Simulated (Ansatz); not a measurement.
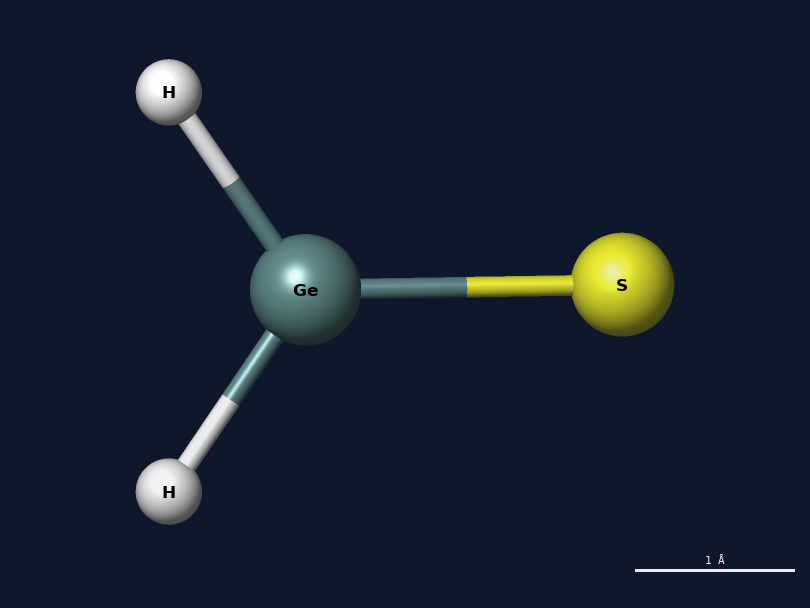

The picture shows a molecular structure as a ball-and-stick model.

The computed structure is the end point of a PBE0-D4/def2-TZVP optimisation.

Describe the molecule.

It has 4 atoms: 1 germanium, 2 hydrogen and 1 sulfur (GeH2S). This geometry has C2v symmetry. All atoms lie on one plane. Coordination: 1 Ge trigonal planar.

More results for the same structure follow; atom numbers are the same in all pictures, views and colours differ.

Dipole moment

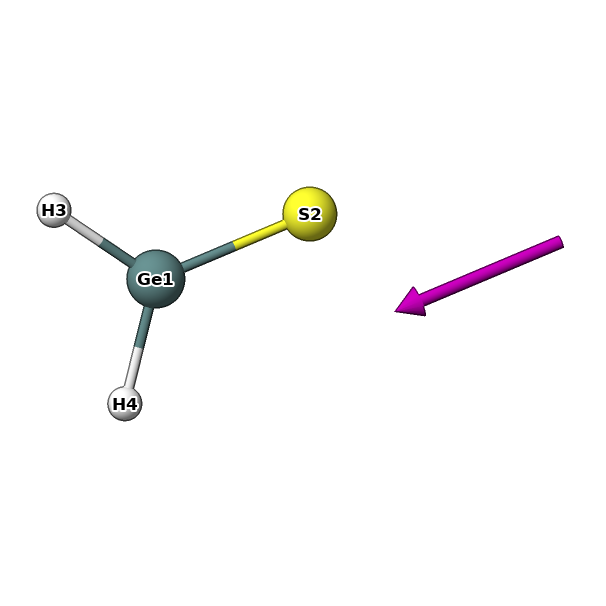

The arrow beside the molecule shows the direction of the dipole moment, from the negative to the positive end (its length means nothing). Properties computed with RKS PBE0-D4/def2-TZVP (Ansatz 0.2.0).

> Estimate the dipole moment.

3.00 D; it points from the side of S2 to the side of H3, H4 (the outermost atoms at the two ends).

Thermal motion

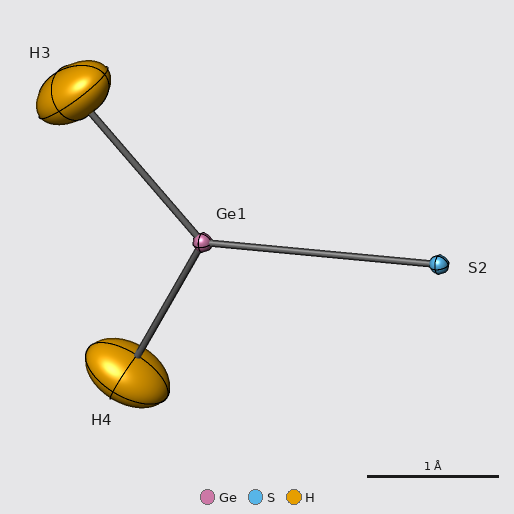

Displacement ellipsoids at the 50 % level, enlarged 1.5 times, from the internal vibrations of the free molecule (harmonic, no overall translation or rotation; no half-axis is drawn under 0.075 Å). Vibrations computed with RKS PBE0-D4/def2-TZVP (Ansatz 0.2.0). Temperature: 0 K (zero-point motion alone).

> Which atom has the largest mean-square displacement?

H3, H4, with U_eq = 0.0150 Å².

> Does H4 move more along its bond or across it?

Across it: the root-mean-square amplitude is 0.088 Å along the bond and up to 0.153 Å across, since bending and torsion are softer than stretching.

Give the displacement parameters, one line for each set of equivalent atoms.

```
  atom  U_eq (Å²)   rms amplitudes (Å)
   Ge1    0.00006  0.005, 0.005, 0.011
    S2    0.00022  0.003, 0.006, 0.025
H3, H4     0.0150  0.088, 0.118, 0.153
```

Charges

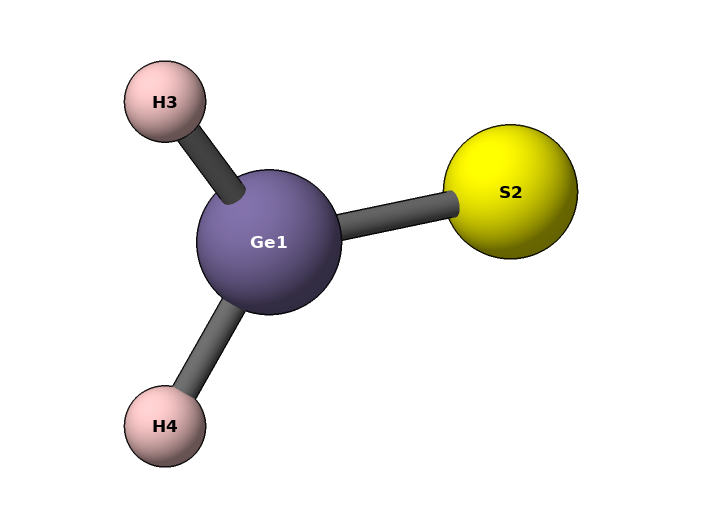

The questions are on Mulliken charges. Properties computed with RKS PBE0-D4/def2-TZVP (Ansatz 0.2.0).

Give the Mulliken charges atom by atom.

```tsv
atom	value (e)
Ge1	0.27
S2	−0.36
H3	0.04
H4	0.04
```

Electronic properties

Level of theory: RKS PBE0-D4/def2-TZVPP (Ansatz 0.2.0).

> Give the HOMO energy (Kohn–Sham orbital) at this level.

−6.97 eV.

> What is the HOMO–LUMO gap?

4.28 eV.

Mulliken values depend strongly on the basis set and can even reverse the polarity of a bond.
